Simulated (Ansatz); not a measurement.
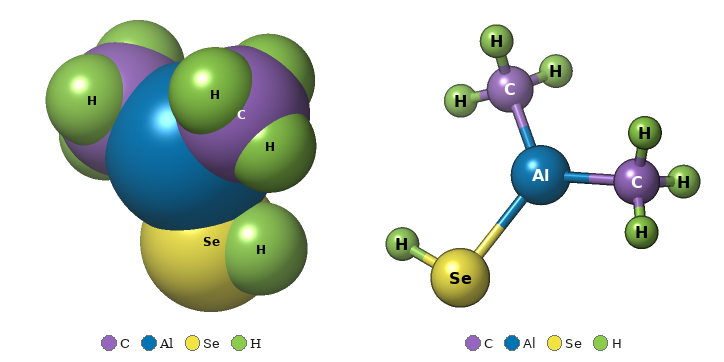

Two views of one molecule.

The computed structure is the end point of a PBE0-D4/def2-TZVP optimisation.

Description:

Formula C2H7AlSe. Its SMILES string is `[CH3][Al]([CH3])[SeH]`. Coordination: 2 C tetrahedral; 1 Al trigonal planar; 1 Se bent.

More results for the same structure follow; atom numbers are the same in all pictures, views and colours differ.

Dipole moment

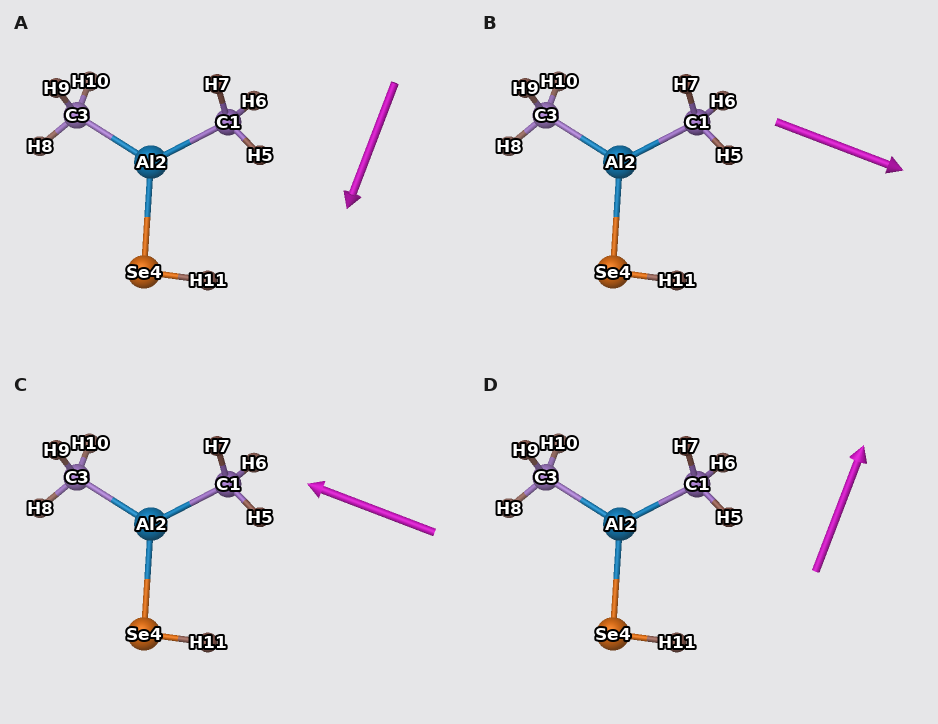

The same molecule four times, each with an arrow. Method: RKS PBE0-D4/def2-TZVP (Ansatz 0.2.0).

> Which arrow points along the dipole moment, from the negative to the positive end?

D. The dipole moment is 1.66 D; it points from the side of Se4 to the side of H7 (the outermost atoms at the two ends).

Charges

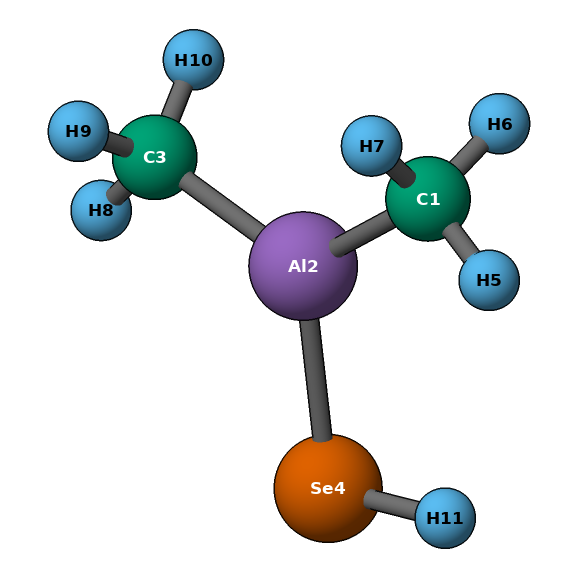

The questions are on Mulliken charges. Method: RKS PBE0-D4/def2-TZVP (Ansatz 0.2.0).

Give the Mulliken charges atom by atom.

```json
{"atom": "C1", "value (e)": "−0.60"}
{"atom": "Al2", "value (e)": "0.56"}
{"atom": "C3", "value (e)": "−0.61"}
{"atom": "Se4", "value (e)": "−0.33"}
{"atom": "H5", "value (e)": "0.14"}
{"atom": "H6", "value (e)": "0.14"}
{"atom": "H7", "value (e)": "0.14"}
{"atom": "H8", "value (e)": "0.15"}
{"atom": "H9", "value (e)": "0.14"}
{"atom": "H10", "value (e)": "0.14"}
{"atom": "H11", "value (e)": "0.13"}
```

Levels of theory compared

Program: Ansatz 0.2.0.

Compare HOMO–LUMO gap (eV) at these levels: HSE06-D4/def2-TZVPP; PBE-D4/def2-TZVPP; SPW92 (LDA)/def2-TZVPP; r2SCANh-D4/def2-TZVPP; revPBE-D4/def2-TZVPP; ωB97M-V/def2-QZVPP; ωB97M-V/def2-SVP.

```csv
level,HOMO–LUMO gap (eV)
HSE06-D4/def2-TZVPP,5.75
PBE-D4/def2-TZVPP,4.66
SPW92 (LDA)/def2-TZVPP,4.57
r2SCANh-D4/def2-TZVPP,5.91
revPBE-D4/def2-TZVPP,4.72
ωB97M-V/def2-QZVPP,10.09
ωB97M-V/def2-SVP,10.26
```

Mulliken values depend strongly on the basis set and can even reverse the polarity of a bond.
